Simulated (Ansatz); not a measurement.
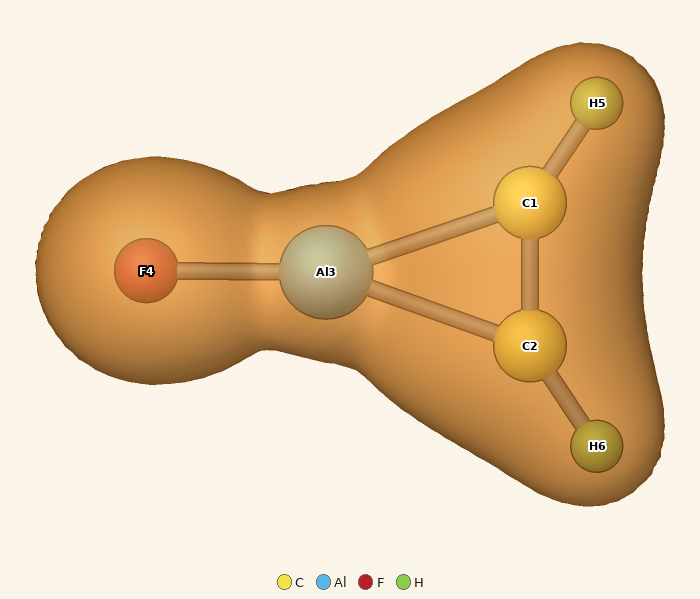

Figure. C$_{2}$H$_{2}$AlF (charge +1, doublet). Isosurface of the electron density at 0.2 e/Å³ (orange), seen across its widest extent.

Geometry: B3LYP-D3(BJ)/6-311G**.

The calculation used Ansatz 0.2.0, isolated molecule in a Gaussian basis; Kohn-Sham density functional theory, functional PBE0.

```yaml
atoms:
  - { symbol: C, position_ang: [0.2568, -1.0780, 2.5080] }
  - { symbol: C, position_ang: [1.3596, -0.9758, 1.8425] }
  - { symbol: Al, position_ang: [0.1340, -2.1576, 0.8841] }
  - { symbol: F, position_ang: [-0.4594, -3.1532, -0.2519] }
  - { symbol: H, position_ang: [-0.2966, -0.7802, 3.3974] }
  - { symbol: H, position_ang: [2.3542, -0.5343, 1.7980] }
```

> What does this surface tell about the bonding?

At this value the surface is in one piece. It bridges the sampled C–C (1.29 Å), Al–F (1.62 Å), C–Al (1.95 Å) and C–H (1.09 Å) contacts, where the density stays above the isovalue. On the grid the lowest density along these lines, outside the cores, is 2.5 e/Å³ (C–C, 1.29 Å), 0.86 e/Å³ (Al–F, 1.62 Å), 0.53 e/Å³ (C–Al, 1.95 Å) and 1.9 e/Å³ (C–H, 1.09 Å).
